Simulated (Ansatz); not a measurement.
Consider C₂H₅BrSi (SMILES [SiH3]C=CBr).

Input

```
crystal:
  periodic: [false, false, false]
  atoms:
    - { symbol: Si, position_ang: [-0.4836, 1.2077, -0.0664] }
    - { symbol: C, position_ang: [-0.1542, -0.4766, 0.382] }
    - { symbol: C, position_ang: [0.7354, -1.2465, -0.218] }
    - { symbol: Br, position_ang: [1.74243, -0.76846, -1.7239] }
    - { symbol: H, position_ang: [-0.2894, 2.1395, 1.0626] }
    - { symbol: H, position_ang: [0.3311, 1.6939, -1.2097] }
    - { symbol: H, position_ang: [-1.9271, 1.3633, -0.4815] }
    - { symbol: H, position_ang: [-0.708, -0.8353, 1.199] }
    - { symbol: H, position_ang: [0.87688, -2.28278, 0.01136] }
basis:
  gaussian: { orbitals: def2-SVP }
hamiltonian:
  xc: b3lyp
  dispersion: d4
relax:
  f_tol: 0.015
  max_steps: 40
output:
  orbitals: {}
```

Launched as:

```sh
ansatz run input.yaml --threads 2 --pin off --max-ram 3072MiB --backend cpu --events-out ev --progress --plain --runs-dir out
```

The fields are those of the run's last geometry, not of the input's.

The calculation used Ansatz 0.2.0, RKS B3LYP-D4/def2-SVP.

Predict the electron density and electron localisation function between the atoms.

C–C (1.34 Å): ρ is about 2.3 e/Å³ halfway; the ELF peaks at about 0.90 between the atoms; a short, multiple covalent bond.
C–Si (1.88 Å): ρ is about 0.94 e/Å³ halfway; the ELF peaks at about 0.95 between the atoms (localised, covalent bonding).
C–Br (1.90 Å): ρ is about 1.1 e/Å³ halfway; the ELF peaks at about 0.90 between the atoms; localised, covalent bonding.
C–H (1.09 Å): ρ at the midpoint is about 2 e/Å³; the ELF climbs to about 1 towards the hydrogen, as it does in any bond to H: a covalent bond by its length.

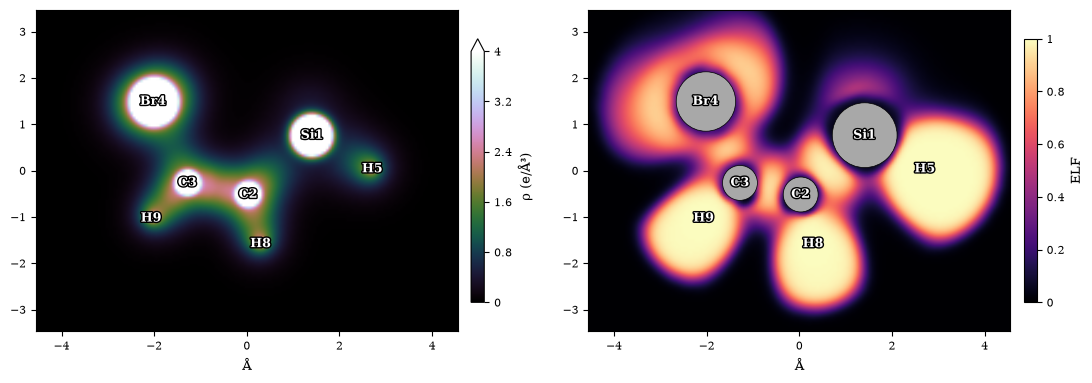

Computed electron density and electron localisation function on the plane of atoms C3, C2 and H8, in this order. Grey discs cover the atomic cores in the ELF map. 
